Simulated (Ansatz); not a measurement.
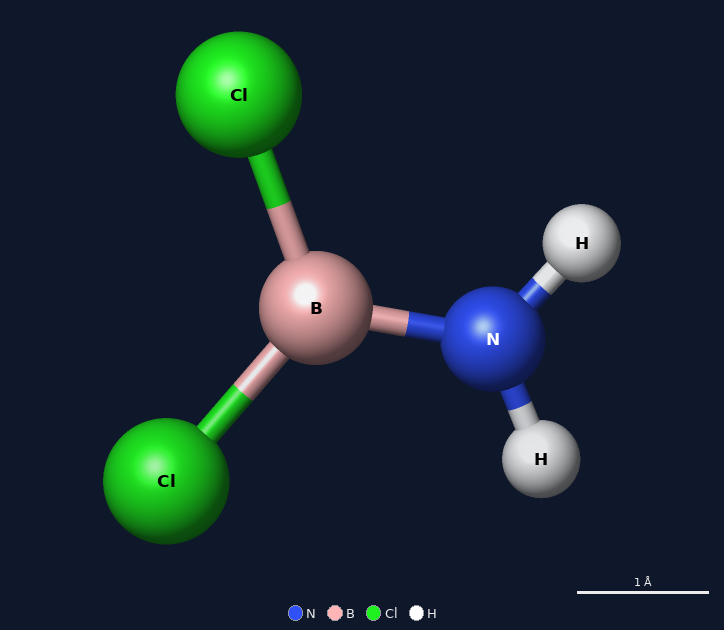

Ball-and-stick drawing of a structure. Every bond is drawn as one stick, whatever its order.

What is the molecular formula?

BCl₂H₂N, 6 atoms: 1 boron, 2 chlorine, 2 hydrogen and 1 nitrogen.

How many sets of symmetry-equivalent atoms are there?

4: 1 N, 1 B, 2 Cl, 2 H.

What is the point group of this geometry?

C2v.

The parts below concern this one geometry. Atoms keep their numbers from picture to picture. The computed structure is the end point of a PBE0-D4/def2-TZVP optimisation.

**Electronic properties**

Properties computed with RKS CAM-B3LYP-D4/def2-TZVPP (Ansatz 0.2.0).

Give the HOMO–LUMO gap at this level.

11.34 eV.

Estimate the HOMO energy (Kohn–Sham orbital).

−9.98 eV.

**Charges**

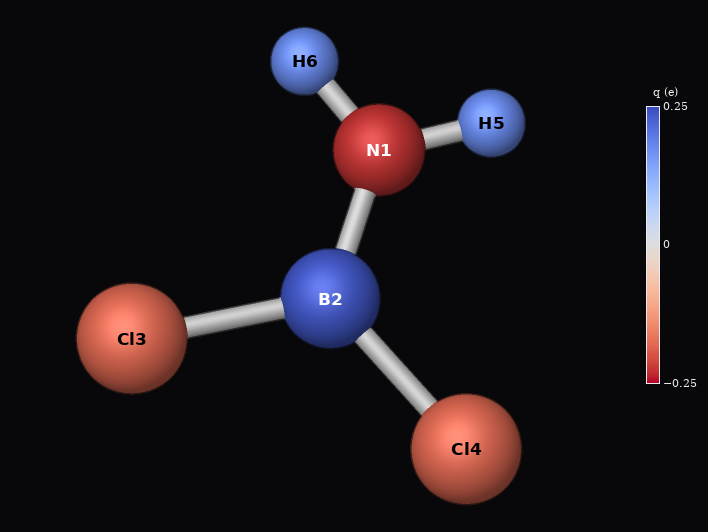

Atoms are coloured by their Mulliken charges. Method: RKS B3LYP-D4/def2-TZVPP (Ansatz 0.2.0).

List the Mulliken charges.

| atom | value (e) |
| --- | --- |
| N1 | −0.22 |
| B2 | 0.23 |
| Cl3 | −0.18 |
| Cl4 | −0.18 |
| H5 | 0.17 |
| H6 | 0.17 |

**Dipole moment**

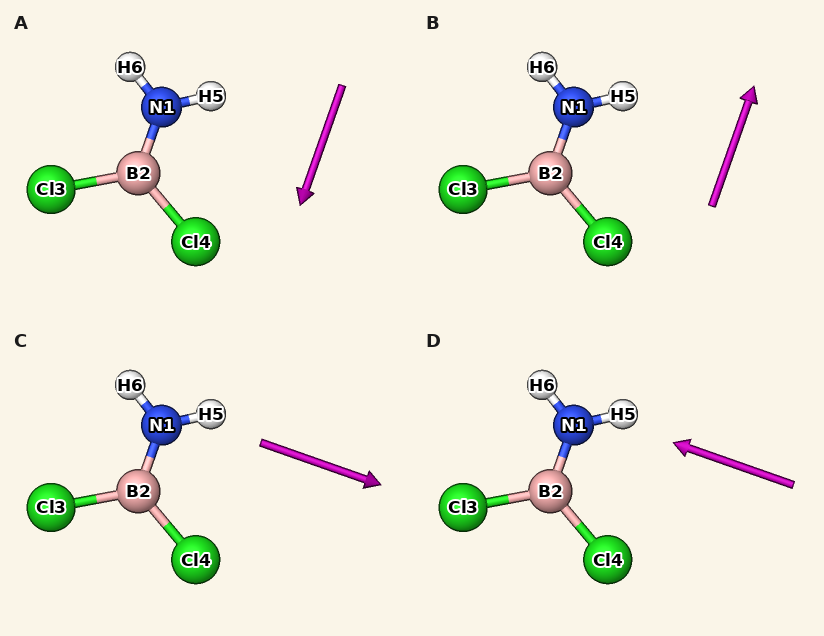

The same molecule four times, each with an arrow. Method: RKS PBE-D4/def2-TZVPP (Ansatz 0.2.0).

Which arrow points along the dipole moment, from the negative to the positive end?

B. The dipole moment is 2.77 D; it points from the side of Cl3, Cl4 to the side of H5, H6 (the outermost atoms at the two ends).

**Thermal motion**

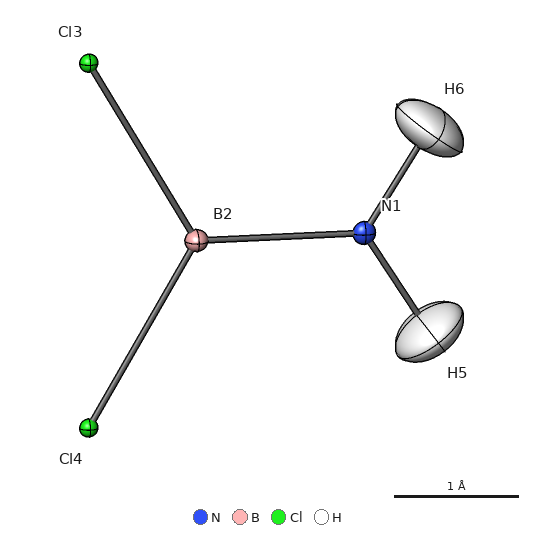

Displacement ellipsoids at the 50 % level, enlarged 1.5 times, from the internal vibrations of the free molecule (harmonic, no overall translation or rotation; no half-axis is drawn under 0.075 Å). Vibrations computed with RKS PBE0-D4/def2-TZVP (Ansatz 0.2.0). Temperature: 100 K.

List U_eq and the three principal root-mean-square amplitudes for each kind of atom.

```json
{"atom": "N1", "U_eq (Å²)": "0.0013", "rms amplitudes (Å)": "0.024, 0.040, 0.041"}
{"atom": "B2", "U_eq (Å²)": "0.0020", "rms amplitudes (Å)": "0.039, 0.041, 0.052"}
{"atom": "Cl3, Cl4", "U_eq (Å²)": "0.00043", "rms amplitudes (Å)": "0.005, 0.020, 0.029"}
{"atom": "H5, H6", "U_eq (Å²)": "0.0177", "rms amplitudes (Å)": "0.076, 0.138, 0.168"}
```

Mulliken values depend strongly on the basis set and can even reverse the polarity of a bond.
